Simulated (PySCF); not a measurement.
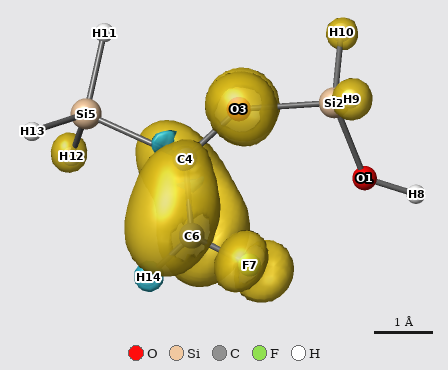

Figure 1: C2H7FO2Si2 (SMILES O[SiH2]O[C+]([SiH3])[CH]F) (charge +1, doublet). Isosurfaces of the spin density (α minus β) at +0.02 (yellow) and −0.02 e/Å³ (cyan), seen across its widest extent.

Geometry: GFN2-xTB.

Computed with PySCF 2.14.0, density-fitted response routines, UKS B3LYP, pcH-1 on C F H O Si, non-relativistic, mean-field spin-orbit, GIAO.

```yaml
atoms:
  - { symbol: O, position_ang: [2.4645, 0.3936, -0.6215] }
  - { symbol: Si, position_ang: [1.8919, 0.4270, 0.8708] }
  - { symbol: O, position_ang: [0.2533, 0.1367, 0.7661] }
  - { symbol: C, position_ang: [-0.6217, -0.2422, -0.1073] }
  - { symbol: Si, position_ang: [-2.4428, 0.4186, 0.2193] }
  - { symbol: C, position_ang: [-0.3839, -1.1010, -1.1311] }
  - { symbol: F, position_ang: [0.7138, -1.8368, -1.1553] }
  - { symbol: H, position_ang: [3.3610, 0.4931, -0.9341] }
  - { symbol: H, position_ang: [2.2847, -0.6934, 1.7195] }
  - { symbol: H, position_ang: [1.8483, 1.7510, 1.4731] }
  - { symbol: H, position_ang: [-2.2583, 1.3530, 1.3228] }
  - { symbol: H, position_ang: [-2.7373, 1.0163, -1.0867] }
  - { symbol: H, position_ang: [-3.2664, -0.7448, 0.5266] }
  - { symbol: H, position_ang: [-1.1079, -1.3715, -1.8844] }
```

Where is the unpaired spin?

Answer. The unpaired spin (1 electron) lies mostly on C6 (about 0.4), C4 (about 0.2), O3 (about 0.2) and F7 (about 0.1), in electrons by Hirshfeld's partition.
